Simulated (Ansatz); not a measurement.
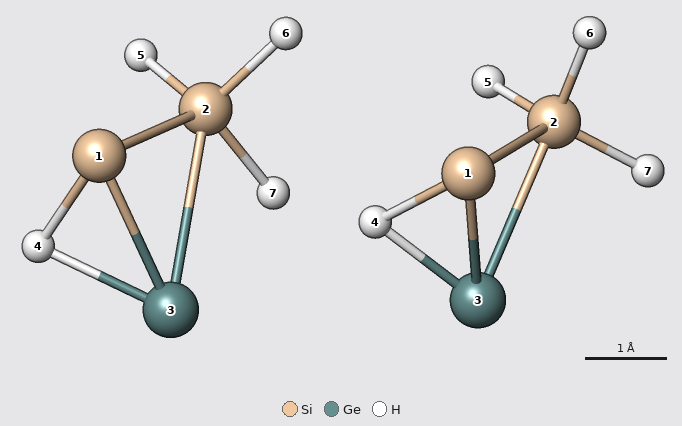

Two geometries of GeSi$_{2}$H$_{4}$, drawn at one scale. One is the start of a relaxation, the other its converged end. The picture is a ball-and-stick view, seen from a free direction.

These are results of RKS PBE-D4/def2-SVP (Ansatz), not measurements. Set-up: force threshold 0.03 eV/Å; at most 250 steps.

Which of the two is the end point?

The left one is the relaxed one. It is one of the separated reactants of a reaction. Ge3 moves most after the best rigid fit: 0.53 Å. Largest moves by element: Ge 0.53 Å, H 0.51 Å, Si 0.49 Å. Among the contacts that change: Si1–Si2 2.665 → 2.436 Å, Si2–Ge3 2.547 → 2.720 Å, Ge3–H4 1.681 → 1.829 Å, Si1–Ge3 2.210 → 2.331 Å. Among the angles between lasting bonds that change: Ge3–Si2–H7 92.9° → 68.6°, Si1–Si2–H6 80.5° → 100.4°, Ge3–Si2–H5 109.2° → 125.6°. Over 11 geometry steps the energy falls by 0.436 eV. Largest force component: 1.7 eV/Å at the start, 0.02 eV/Å at the end.
